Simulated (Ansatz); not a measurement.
# quartet C2H2F at 6 levels

Wanted: a comparison of 6 runs (UHF/STO-3G, UB3LYP/STO-3G, UHSE06/STO-3G, UCCSDT(Q)/STO-3G, UCCSD/STO-3G, UCCSD(T)/STO-3G) of quartet C2H2F. 

Program for the calculation: Ansatz 0.2.0.

52 further runs of the same task are left out: 1 that didn't finish, 51 set aside as unsound or not needed.

**1. The system as given**

C2H2F: 5 atoms, total charge 0, spin state quartet. SMILES of the parent species: `C=[C]F`. The coordinates come from a PBE0-D4/def2-TZVP relaxation. That shape belongs to the parent species and isn't relaxed for this state.

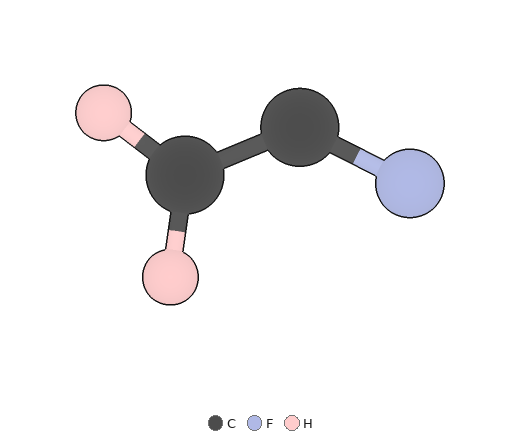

The structure, seen from a chosen angle (carbon dark grey, fluorine light blue, hydrogen pink).

**2. A single-point energy at UHF/STO-3G (run 1)**

The input, in.yaml:

```yaml
crystal:
  periodic: [false, false, false]
  atoms:
    - {symbol: C, position_ang: [0.488200, -0.200400, 0.008400]}
    - {symbol: C, position_ang: [-0.592700, 0.393700, 0.447100]}
    - {symbol: F, position_ang: [-1.725600, 0.629500, -0.148900]}
    - {symbol: H, position_ang: [0.534700, -0.590400, -1.005400]}
    - {symbol: H, position_ang: [1.345200, -0.306200, 0.657500]}
basis:
  gaussian:
    orbitals: STO-3G
magnetization:
  spin_polarized: true
  initial_magnetization: 3
hamiltonian:
  xc: hf
accuracy: high
```

Command:

```
$ ansatz run in.yaml --threads 1 --pin off --max-ram 2610MiB --events-out events.jsonl --progress --plain --runs-dir runs
```

What it wrote:

```text
Warning: RAYON_NUM_THREADS=1 ignored (pool sized by the plan → 1); use --threads N
Functional definition: HF
  name "HF"
  exchange = exact_x
  correlation = 0
294 factors; integrals over basis functions are off by at most 4.1e-8 eV
mean field evaluation 1: about -4726.5895 eV, gradient 9.8e0 eV
mean field evaluation 2: about -4726.7294 eV, gradient 9.8e0 eV
mean field evaluation 4: about -4728.1407 eV, gradient 1.7e0 eV
mean field evaluation 8: about -4728.2107 eV, gradient 1.6e-4 eV
mean field -4728.20903920 eV, -173.7584772953 hartree, gradient 9.1e-9 eV, S^2 3.764693; 0 other end points of the search recorded, 0 dependent functions left out
reference -4728.20903920 eV, -173.7584772953 hartree; 13, 10 occupied and 4, 7 virtual orbitals, 294 factors
Total energy: -4728.20903920 eV, -173.7584772953 hartree
```

It took 0.06 s on 1 thread of AMD EPYC 9R45 (Zen 5), shared host.

**3. The energy at UB3LYP/STO-3G (run 2)**

The input, molecule.yaml:

```yaml
crystal:
  periodic: [false, false, false]
  atoms:
    - {symbol: C, position_ang: [0.488200, -0.200400, 0.008400]}
    - {symbol: C, position_ang: [-0.592700, 0.393700, 0.447100]}
    - {symbol: F, position_ang: [-1.725600, 0.629500, -0.148900]}
    - {symbol: H, position_ang: [0.534700, -0.590400, -1.005400]}
    - {symbol: H, position_ang: [1.345200, -0.306200, 0.657500]}
basis:
  gaussian: {orbitals: STO-3G}
magnetization: {spin_polarized: true, initial_magnetization: 3}
hamiltonian: {xc: {name: B3LYP}}
accuracy: high
```

Command:

```
$ ansatz run molecule.yaml --threads 1 --pin off --max-ram 2610MiB --events-out events.jsonl --progress --plain --runs-dir runs
```

What it wrote:

```text
Warning: RAYON_NUM_THREADS=1 ignored (pool sized by the plan → 1); use --threads N
Functional definition: B3LYP
  name "B3LYP"
  parameter a0 = 0.2
  parameter ax = 0.72
  parameter ac = 0.81
  exchange = (1 - a0 - ax)*slater_x + ax*b88_x + a0*exact_x
  correlation = (1 - ac)*vwn_rpa_c + ac*lyp_c
294 factors; integrals over basis functions are off by at most 4.1e-8 eV
mean field evaluation 1: about -4746.3193 eV, gradient 2.1e1 eV
mean field evaluation 2: about -4746.1070 eV, gradient 2.2e1 eV
mean field evaluation 4: about -4749.4790 eV, gradient 5.4e-1 eV
mean field evaluation 8: about -4749.4668 eV, gradient 1.1e-2 eV
mean field evaluation 16: about -4749.4668 eV, gradient 9.4e-8 eV
mean field -4749.46679654 eV, -174.5396854685 hartree, gradient 9.6e-8 eV, S^2 3.753367; 0 other end points of the search recorded, 0 dependent functions left out
reference -4749.46681890 eV, -174.5396862904 hartree; 13, 10 occupied and 4, 7 virtual orbitals, 294 factors
Total energy: -4749.46681890 eV, -174.5396862904 hartree
```

It took 0.54 s on 1 thread of AMD EPYC 9R45 (Zen 5), shared host.

Runs 3 to 5 aren't shown in full; the table further down has their settings and results.

**4. The energy at UCCSD(T)/STO-3G (run 6)**

Edit in.yaml of step 2 so:

```diff
@@ -11,2 +11,3 @@
     orbitals: STO-3G
+accuracy: high
 magnetization:
@@ -14,4 +15,7 @@
   initial_magnetization: 3
-hamiltonian:
-  xc: hf
-accuracy: high
+total_charge: 0
+scf:
+  omitted_lower_state_checks: [cluster_reference, increment]
+correlation:
+  method: ccsd_t
+  frozen_orbitals: {C: 1, F: 1, H: 0}
```

Command:

```
$ ansatz run in.yaml --threads 1 --pin off --max-ram 2610MiB --events-out events.jsonl --progress --plain --runs-dir runs
```

What it wrote, shortened:

```text
Warning: RAYON_NUM_THREADS=1 ignored (pool sized by the plan → 1); use --threads N
[... 2 set-up lines as earlier in the session ...]
[...]
294 factors; integrals over basis functions are off by at most 4.1e-8 eV
[...]
mean field -4728.20903920 eV, -173.7584772953 hartree, gradient 9.1e-9 eV, S^2 3.764693; 0 other end points of the search recorded, 0 dependent functions left out
3 core orbitals not correlated: weight in the atoms' cores, before any rotation towards them, 1.000 or more for the frozen orbitals, at most 0.000 for the correlated occupied ones
reference -4728.20903920 eV, -173.7584772953 hartree; 10, 7 occupied and 4, 7 virtual orbitals, 294 factors
second order -1.94975799 eV of doubles, -0.00000000 eV of singles
cycle   1  -2.39738867 eV  change   -4.5e-1 eV  update   6.9e-2
[...]
cycle  23  -2.75380041 eV  change   -1.3e-9 eV  update   1.1e-9
perturbative correction -0.06266036 eV, -0.0023027258 hartree
Total energy: -4731.02549997 eV, -173.8619803196 hartree
Checks for a lower state left out: cluster_reference, increment
```

Wall time 0.12 s (1 thread of AMD EPYC 9R45 (Zen 5), shared host).

**5. All runs side by side**

| run | level | frozen core orbitals | energy (Eh) | ⟨S²⟩ | wall time |
| --- | --- | --- | --- | --- | --- |
| 1 | UHF/STO-3G | – | -173.758477 | 3.765 | 0.06 s |
| 2 | UB3LYP/STO-3G | – | -174.539686 | 3.753 | 0.54 s |
| 3 | UHSE06/STO-3G | – | -174.379382 | 3.754 | 0.74 s |
| 4 | UCCSDT(Q)/STO-3G | 3 | -173.862770 | 3.765 | 0.8 s |
| 5 | UCCSD/STO-3G | 3 | -173.859678 | 3.765 | 0.12 s |
| 6 | UCCSD(T)/STO-3G | 3 | -173.861980 | 3.765 | 0.12 s |

**6. Results**

```
                                          quantity          value
                               run 6: total energy  -173.86198 Eh
run 6: correlation energy (3 core orbitals frozen)     -103.5 mEh
                             run 6: (T) correction      -2.30 mEh
          run 6: ⟨S²⟩ of the reference determinant          3.765
                              run 6: T1 diagnostic          0.017
```

**Reading.** Below the UHF energy at the same shape and in the same basis (STO-3G): UCCSDT(Q) -104.3 mEh; UCCSD -101.2 mEh; UCCSD(T) -103.5 mEh. Totals of different functionals can't be ranked against each other. In runs 1, 2, 3, 4, 5, 6 the basis is minimal, so the values are rough. All runs together took 2.4 s, the longest 0.8 s.
